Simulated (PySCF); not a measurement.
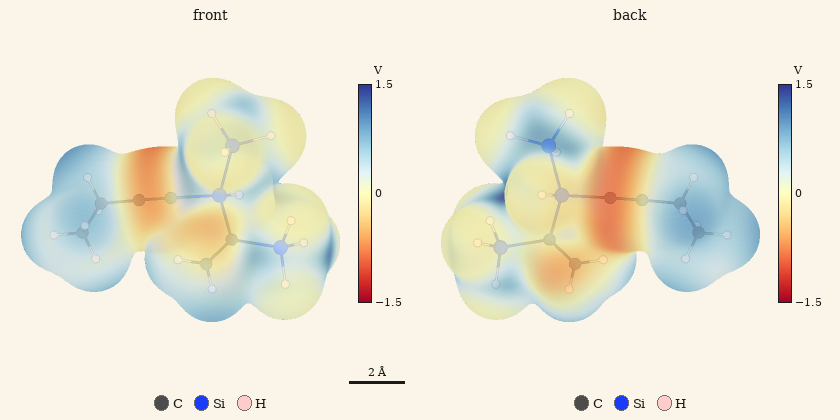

*C6H14Si3. The electrostatic potential painted on the density surface at 0.002 e/bohr³, seen from the front and from behind; red is negative and blue positive.*

Geometry: GFN2-xTB.

Level of theory: PBE0/pcSseg-1, SCF density, gas phase, non-relativistic in PySCF 2.14.0.

```yaml
atoms:
  - { symbol: C, position_ang: [1.3023, -1.2404, 1.0691] }
  - { symbol: C, position_ang: [1.8828, -0.4284, 0.1908] }
  - { symbol: Si, position_ang: [3.7606, -0.2429, 0.1342] }
  - { symbol: Si, position_ang: [0.8400, 0.6114, -1.0128] }
  - { symbol: Si, position_ang: [1.1416, 2.8734, -0.6383] }
  - { symbol: C, position_ang: [-0.9224, 0.0882, -0.8039] }
  - { symbol: C, position_ang: [-2.0648, -0.2640, -0.6457] }
  - { symbol: C, position_ang: [-3.4295, -0.7068, -0.4335] }
  - { symbol: C, position_ang: [-3.5778, -1.4031, 0.9205] }
  - { symbol: H, position_ang: [1.8682, -1.8362, 1.7722] }
  - { symbol: H, position_ang: [0.2288, -1.3536, 1.1246] }
  - { symbol: H, position_ang: [4.2293, -0.4631, -1.2379] }
  - { symbol: H, position_ang: [4.3968, -1.2119, 1.0292] }
  - { symbol: H, position_ang: [4.1113, 1.1200, 0.5510] }
  - { symbol: H, position_ang: [1.2117, 0.1863, -2.3798] }
  - { symbol: H, position_ang: [0.0329, 3.6820, -1.1536] }
  - { symbol: H, position_ang: [1.2783, 3.2116, 0.7823] }
  - { symbol: H, position_ang: [2.3523, 3.3664, -1.3040] }
  - { symbol: H, position_ang: [-3.7069, -1.3950, -1.2384] }
  - { symbol: H, position_ang: [-4.0977, 0.1589, -0.4817] }
  - { symbol: H, position_ang: [-3.3185, -0.7216, 1.7281] }
  - { symbol: H, position_ang: [-4.6039, -1.7361, 1.0611] }
  - { symbol: H, position_ang: [-2.9200, -2.2679, 0.9766] }
```

Q: Describe the electrostatic potential map.

A: The most negative region (about −0.9 V) lies over C6 and C7, the most positive (about +1.2 V) over Si3, Si4 and Si5.

Q: How polar is the molecule by this calculation?

A: Its dipole moment is 2.13 D.
